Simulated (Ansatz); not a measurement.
## C$_{2}$H$_{12}$N$_{2}$Si$_{2}$: geometry relaxation (part 2 of 2)

C$_{2}$H$_{12}$N$_{2}$Si$_{2}$; RKS PBE0/6-31G* (Ansatz 0.2.0). It belongs to a series of runs on one base structure; here: end point A relaxed.

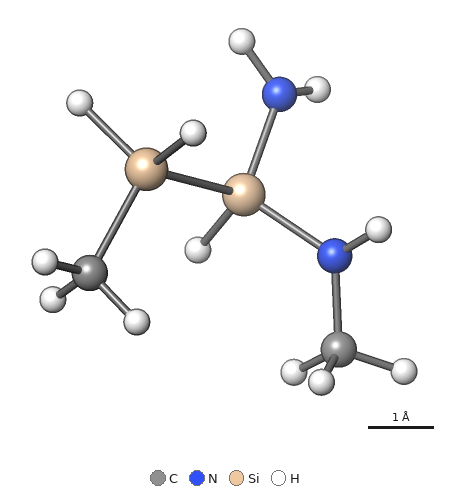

Figure 1. The geometry at step 11 of the log (ball-and-stick view, seen at a tilt).

Trajectory as extended XYZ, continued:
```
18
Properties=species:S:1:pos:R:3:forces:R:3 step=6 energy=-20992.38355
C     0.9087   -2.2243   -0.5303    0.0035  -0.0145  -0.0342
N     1.3290   -0.8664   -0.8175   -0.0437   0.0868   0.0729
Si    0.2053    0.4527   -0.9698    0.0793   0.0852   0.0194
N     1.0768    1.7412   -1.7387   -0.0979  -0.1613   0.1112
Si   -0.6320    1.3360    1.0456   -0.0220  -0.0559   0.0347
C    -1.7980    0.1022    1.8866   -0.0356  -0.0085   0.0152
H     0.0276   -2.4642   -1.1365    0.0143   0.0014   0.0194
H     1.6951   -2.9400   -0.8012   -0.0098   0.0161  -0.0154
H     0.6441   -2.4053    0.5251    0.0133   0.0061  -0.0262
H     2.2111   -0.6236   -0.3786   -0.0370  -0.0248  -0.0273
H    -0.9420   -0.1644   -1.7220    0.0306   0.0028  -0.0001
H     0.7446    2.6915   -1.6512    0.0043   0.0065  -0.0040
H     1.4707    1.5704   -2.6526    0.0584   0.0263  -0.1286
H     0.5053    1.6366    1.9721    0.0031   0.0180  -0.0022
H    -1.3646    2.6294    0.8454    0.0214  -0.0063  -0.0295
H    -2.1625    0.4942    2.8431    0.0057  -0.0244  -0.0360
H    -2.6667   -0.1046    1.2499    0.0357  -0.0008   0.0370
H    -1.2903   -0.8502    2.0823   -0.0234   0.0470  -0.0060
18
Properties=species:S:1:pos:R:3:forces:R:3 step=7 energy=-20992.38896
C     0.9164   -2.2300   -0.5487    0.0081   0.0012  -0.0227
N     1.3321   -0.8638   -0.8009   -0.0324   0.0183   0.0644
Si    0.2121    0.4553   -0.9543    0.0264  -0.0501  -0.0210
N     1.0702    1.7315   -1.7482   -0.0265  -0.0048   0.0273
Si   -0.6359    1.3391    1.0558    0.0041   0.0004   0.0091
C    -1.8083    0.1128    1.8991   -0.0116  -0.0021  -0.0069
H     0.0300   -2.4537   -1.1531    0.0104   0.0027   0.0190
H     1.7008   -2.9368   -0.8475   -0.0068   0.0159  -0.0109
H     0.6619   -2.4415    0.5039    0.0147   0.0117  -0.0362
H     2.2173   -0.6309   -0.3655   -0.0044  -0.0145  -0.0077
H    -0.9312   -0.1774   -1.6986   -0.0035   0.0133   0.0030
H     0.7558    2.6875   -1.6494    0.0168  -0.0230  -0.0064
H     1.4626    1.5643   -2.6661   -0.0046   0.0057  -0.0046
H     0.4952    1.6527    1.9862   -0.0094   0.0142   0.0000
H    -1.3639    2.6301    0.8262    0.0071  -0.0036  -0.0002
H    -2.1906    0.5148    2.8436    0.0093  -0.0040  -0.0197
H    -2.6647   -0.1104    1.2532    0.0098  -0.0014   0.0146
H    -1.2975   -0.8323    2.1162   -0.0073   0.0201  -0.0008
18
Properties=species:S:1:pos:R:3:forces:R:3 step=8 energy=-20992.38745 accepted=F
C     0.9218   -2.2420   -0.5777    0.0813   0.0124   0.0858
N     1.3343   -0.8623   -0.7184   -0.1118   0.0194  -0.0889
Si    0.2153    0.4429   -0.9376    0.0832   0.0936   0.0863
N     1.0594    1.7099   -1.7556    0.0068  -0.0642  -0.0141
Si   -0.6455    1.3633    1.0500   -0.0413  -0.0113  -0.1189
C    -1.7993    0.1232    1.8976   -0.0070   0.0308   0.0582
H     0.0231   -2.4172   -1.1783    0.0095   0.0071  -0.0004
H     1.7002   -2.9215   -0.9429    0.0238  -0.0555  -0.0246
H     0.6890   -2.5248    0.4604   -0.0271  -0.0763   0.0092
H     2.2025   -0.6426   -0.2443   -0.0327  -0.0272  -0.0342
H    -0.9147   -0.2096   -1.6839    0.0212  -0.0036   0.0135
H     0.8086    2.6757   -1.6070   -0.0378   0.0553  -0.0130
H     1.4049    1.5519   -2.6932    0.0323   0.0263  -0.0047
H     0.4709    1.7327    1.9775   -0.0110  -0.0272   0.0118
H    -1.3962    2.6326    0.7817   -0.0190   0.0109   0.0214
H    -2.1495    0.5156    2.8580   -0.0132  -0.0301   0.0121
H    -2.6786   -0.0914    1.2798    0.0442   0.0269  -0.0149
H    -1.2838   -0.8251    2.0857   -0.0015   0.0127   0.0155
18
Properties=species:S:1:pos:R:3:forces:R:3 step=9 energy=-20992.39228
C     0.9253   -2.2417   -0.5653    0.0189  -0.0014   0.0031
N     1.3320   -0.8666   -0.7738   -0.0406  -0.0164   0.0186
Si    0.2148    0.4494   -0.9426    0.0005  -0.0094  -0.0138
N     1.0649    1.7218   -1.7475    0.0065   0.0249  -0.0015
Si   -0.6417    1.3511    1.0552    0.0010   0.0091   0.0205
C    -1.8110    0.1249    1.9019   -0.0019   0.0010  -0.0019
H     0.0280   -2.4461   -1.1597    0.0063  -0.0006   0.0078
H     1.7060   -2.9356   -0.9029   -0.0133   0.0156  -0.0048
H     0.6904   -2.4882    0.4838    0.0115  -0.0013  -0.0319
H     2.2185   -0.6409   -0.3394    0.0120  -0.0004   0.0028
H    -0.9276   -0.1873   -1.6842    0.0001  -0.0024   0.0080
H     0.7682    2.6816   -1.6340    0.0062  -0.0224  -0.0029
H     1.4475    1.5596   -2.6707   -0.0052  -0.0014   0.0126
H     0.4790    1.6847    1.9914   -0.0014  -0.0009  -0.0038
H    -1.3747    2.6368    0.8140   -0.0032  -0.0010  -0.0128
H    -2.1965    0.5304    2.8431    0.0017   0.0019  -0.0042
H    -2.6652   -0.1072    1.2569    0.0020   0.0003   0.0014
H    -1.2956   -0.8155    2.1257   -0.0011   0.0045   0.0028
18
Properties=species:S:1:pos:R:3:forces:R:3 step=10 energy=-20992.39474
C     0.9397   -2.2607   -0.5940    0.0490  -0.0078   0.0221
N     1.3277   -0.8717   -0.7368    0.0012  -0.0966  -0.0017
Si    0.2157    0.4422   -0.9239   -0.0245   0.0025   0.0305
N     1.0596    1.7115   -1.7380    0.0259   0.0267  -0.0135
Si   -0.6507    1.3690    1.0584    0.0075  -0.0108  -0.0396
C    -1.8175    0.1463    1.9126    0.0014   0.0066   0.0147
H     0.0254   -2.4392   -1.1709    0.0169  -0.0055   0.0175
H     1.7155   -2.9305   -0.9938   -0.0592   0.0600   0.0270
H     0.7393   -2.5648    0.4486    0.0150   0.0149  -0.0858
H     2.2190   -0.6552   -0.3076   -0.0078   0.0066  -0.0002
H    -0.9246   -0.2046   -1.6600    0.0010  -0.0003   0.0031
H     0.7775    2.6736   -1.6150   -0.0128   0.0021   0.0099
H     1.4384    1.5537   -2.6629    0.0070  -0.0185  -0.0036
H     0.4624    1.7254    1.9959   -0.0195   0.0088  -0.0056
H    -1.3920    2.6419    0.7753    0.0022   0.0004   0.0230
H    -2.2151    0.5642    2.8432   -0.0060  -0.0037   0.0017
H    -2.6633   -0.1050    1.2637    0.0054   0.0051   0.0002
H    -1.2947   -0.7850    2.1572   -0.0028   0.0093   0.0002
18
Properties=species:S:1:pos:R:3:forces:R:3 step=11 energy=-20992.39578
C     0.9530   -2.2737   -0.6189    0.0561  -0.0098   0.0360
N     1.3305   -0.8782   -0.7208   -0.0124  -0.1041   0.0111
Si    0.2190    0.4350   -0.9088   -0.0325   0.0104  -0.0225
N     1.0596    1.7004   -1.7321    0.0247   0.0361  -0.0045
Si   -0.6617    1.3809    1.0582    0.0130   0.0159   0.0188
C    -1.8263    0.1642    1.9236    0.0067  -0.0058   0.0070
H     0.0302   -2.4384   -1.1862    0.0185  -0.0035   0.0204
H     1.7256   -2.9258   -1.0538   -0.0611   0.0654   0.0352
H     0.7722   -2.6127    0.4166    0.0121   0.0227  -0.0991
H     2.2227   -0.6669   -0.2914   -0.0069   0.0060  -0.0007
H    -0.9203   -0.2173   -1.6413   -0.0025  -0.0032   0.0037
H     0.7824    2.6639   -1.6081   -0.0114   0.0032   0.0048
H     1.4379    1.5402   -2.6568    0.0031  -0.0195   0.0071
H     0.4427    1.7586    1.9977   -0.0067  -0.0077  -0.0034
H    -1.4077    2.6505    0.7709    0.0041  -0.0150  -0.0147
H    -2.2302    0.5911    2.8473   -0.0017   0.0023  -0.0002
H    -2.6678   -0.0996    1.2743    0.0020   0.0031  -0.0011
H    -1.2994   -0.7610    2.1816   -0.0051   0.0036   0.0022
18
Properties=species:S:1:pos:R:3:forces:R:3 step=12 energy=-20992.39664
C     0.9611   -2.2811   -0.6365    0.0484  -0.0048   0.0195
N     1.3273   -0.8819   -0.7145   -0.0226  -0.0784   0.0038
Si    0.2134    0.4294   -0.9049    0.0330  -0.0030   0.0042
N     1.0587    1.6962   -1.7226    0.0151   0.0341  -0.0085
Si   -0.6614    1.3825    1.0613   -0.0287   0.0287   0.0112
C    -1.8301    0.1764    1.9359    0.0030  -0.0086   0.0055
H     0.0361   -2.4428   -1.2004    0.0094  -0.0033   0.0117
H     1.7353   -2.9181   -1.0886   -0.0421   0.0393   0.0252
H     0.7898   -2.6416    0.3923    0.0071   0.0241  -0.0676
H     2.2177   -0.6703   -0.2817   -0.0070   0.0073  -0.0008
H    -0.9223   -0.2247   -1.6411   -0.0092   0.0031   0.0126
H     0.7715    2.6584   -1.6088   -0.0022  -0.0084  -0.0039
H     1.4529    1.5320   -2.6404   -0.0089  -0.0094   0.0168
H     0.4330    1.7771    2.0053    0.0084  -0.0194  -0.0225
H    -1.4082    2.6467    0.7525   -0.0017  -0.0089  -0.0037
H    -2.2436    0.6156    2.8497    0.0040   0.0013  -0.0075
H    -2.6650   -0.0985    1.2825    0.0012   0.0003   0.0036
H    -1.3036   -0.7440    2.2119   -0.0071   0.0060   0.0006
18
Properties=species:S:1:pos:R:3:forces:R:3 step=13 energy=-20992.39736
C     0.9725   -2.2891   -0.6584    0.0242  -0.0004   0.0054
N     1.3286   -0.8876   -0.7085   -0.0427   0.0046   0.0006
Si    0.2131    0.4236   -0.8968    0.0184  -0.0092   0.0159
N     1.0622    1.6925   -1.7093    0.0041   0.0130  -0.0090
Si   -0.6718    1.3855    1.0606    0.0172   0.0020  -0.0100
C    -1.8390    0.1904    1.9524   -0.0016   0.0009   0.0031
H     0.0463   -2.4466   -1.2203   -0.0065   0.0013  -0.0049
H     1.7480   -2.9094   -1.1266   -0.0008  -0.0049   0.0003
H     0.8086   -2.6717    0.3615    0.0000   0.0089  -0.0071
H     2.2157   -0.6765   -0.2689   -0.0031   0.0025  -0.0030
H    -0.9267   -0.2278   -1.6289    0.0077  -0.0107  -0.0130
H     0.7608    2.6524   -1.6095    0.0098  -0.0217  -0.0137
H     1.4706    1.5216   -2.6200   -0.0189   0.0080   0.0270
H     0.4320    1.7857    1.9910   -0.0149   0.0034  -0.0001
H    -1.4184    2.6444    0.7295    0.0037  -0.0080   0.0175
H    -2.2560    0.6447    2.8574    0.0058  -0.0036  -0.0119
H    -2.6718   -0.0962    1.3012    0.0011   0.0006   0.0064
H    -1.3124   -0.7247    2.2455   -0.0037   0.0132  -0.0036
18
Properties=species:S:1:pos:R:3:forces:R:3 step=14 energy=-20992.39759
C     0.9740   -2.2905   -0.6607    0.0109  -0.0014   0.0042
N     1.3272   -0.8884   -0.7073   -0.0232   0.0079   0.0052
Si    0.2117    0.4219   -0.8964    0.0163  -0.0018  -0.0016
N     1.0612    1.6917   -1.7071    0.0050   0.0078  -0.0051
Si   -0.6713    1.3871    1.0600   -0.0050  -0.0050   0.0038
C    -1.8390    0.1930    1.9525    0.0007  -0.0010   0.0037
H     0.0492   -2.4486   -1.2251   -0.0038   0.0000  -0.0041
H     1.7515   -2.9090   -1.1278    0.0012  -0.0021  -0.0005
H     0.8079   -2.6745    0.3581    0.0003   0.0027  -0.0025
H     2.2137   -0.6766   -0.2670   -0.0002   0.0012  -0.0008
H    -0.9234   -0.2324   -1.6336   -0.0012  -0.0017  -0.0010
H     0.7570    2.6507   -1.6103    0.0059  -0.0106  -0.0083
H     1.4706    1.5205   -2.6170   -0.0101   0.0040   0.0113
H     0.4313    1.7868    1.9916   -0.0049  -0.0005  -0.0031
H    -1.4193    2.6466    0.7358    0.0069  -0.0048   0.0021
H    -2.2549    0.6487    2.8572    0.0027  -0.0022  -0.0056
H    -2.6725   -0.0940    1.3025    0.0014   0.0010   0.0036
H    -1.3126   -0.7217    2.2463   -0.0029   0.0063  -0.0014
18
Properties=species:S:1:pos:R:3:forces:R:3 step=15 energy=-20992.39767
C     0.9759   -2.2909   -0.6640    0.0041   0.0009   0.0019
N     1.3258   -0.8878   -0.7033   -0.0068  -0.0034   0.0034
Si    0.2115    0.4222   -0.8965    0.0063  -0.0114  -0.0032
N     1.0625    1.6904   -1.7081   -0.0014   0.0068   0.0076
Si   -0.6725    1.3859    1.0601   -0.0064   0.0083   0.0056
C    -1.8408    0.1950    1.9557    0.0025  -0.0054  -0.0052
H     0.0533   -2.4485   -1.2324    0.0004  -0.0005  -0.0005
H     1.7564   -2.9062   -1.1309   -0.0010   0.0029   0.0018
H     0.8069   -2.6790    0.3527    0.0007   0.0004  -0.0036
H     2.2114   -0.6759   -0.2612    0.0004  -0.0002  -0.0001
H    -0.9217   -0.2341   -1.6352   -0.0026   0.0031   0.0004
H     0.7576    2.6493   -1.6145    0.0009   0.0017  -0.0034
H     1.4708    1.5174   -2.6178   -0.0020  -0.0023  -0.0018
H     0.4298    1.7864    1.9914    0.0018  -0.0028  -0.0015
H    -1.4192    2.6462    0.7372    0.0022  -0.0010  -0.0021
H    -2.2546    0.6530    2.8600    0.0020   0.0018  -0.0012
H    -2.6758   -0.0922    1.3078    0.0005   0.0003   0.0019
H    -1.3151   -0.7196    2.2506   -0.0015   0.0007   0.0002
```

The run was set up as follows.

The input:
```yaml
crystal:
  periodic: [false, false, false]
  atoms:
    - { symbol: C, position_ang: [0.9062, -2.138, -0.4706] }
    - { symbol: "N", position_ang: [1.1744, -0.7542, -0.9374] }
    - { symbol: Si, position_ang: [0.1031, 0.581, -0.9404] }
    - { symbol: "N", position_ang: [1.2758, 1.655, -1.6996] }
    - { symbol: Si, position_ang: [-0.6151, 1.2644, 1.1342] }
    - { symbol: C, position_ang: [-1.7676, 0.0112, 1.8334] }
    - { symbol: H, position_ang: [0.0011, -2.4884, -0.99] }
    - { symbol: H, position_ang: [1.7316, -2.7481, -0.7113] }
    - { symbol: H, position_ang: [0.6873, -2.1059, 0.6405] }
    - { symbol: H, position_ang: [2.0616, -0.4553, -0.496] }
    - { symbol: H, position_ang: [-0.9718, 0.3175, -1.8537] }
    - { symbol: H, position_ang: [0.6976, 2.4244, -2.0841] }
    - { symbol: H, position_ang: [1.5489, 1.1659, -2.5019] }
    - { symbol: H, position_ang: [0.501, 1.4714, 2.1054] }
    - { symbol: H, position_ang: [-1.3337, 2.5576, 1.0358] }
    - { symbol: H, position_ang: [-2.1473, 0.3373, 2.8299] }
    - { symbol: H, position_ang: [-2.6148, -0.1347, 1.1745] }
    - { symbol: H, position_ang: [-1.276, -0.9498, 1.9831] }
basis:
  gaussian: { orbitals: "6-31G*" }
hamiltonian:
  xc: pbe0
relax:
  f_tol: 0.02
  max_steps: 50
```

Launch command:
```bash
ansatz run input.yaml --threads 2 --pin off --max-ram 3072MiB --backend cpu --events-out ev --progress --plain --runs-dir out
```

Summary:

```tsv
quantity	value
outcome	converged
total energy	−20992.3977 eV
mean-field energy	−20992.3977 eV
largest force (length of the vector) at the end	0.013 eV/Å
hardware	2 threads of Intel Xeon (Granite Rapids), 16 GiB of memory available, shared host
wall time	45 s (CPU time 86 s)
peak memory	0.36 GiB
```
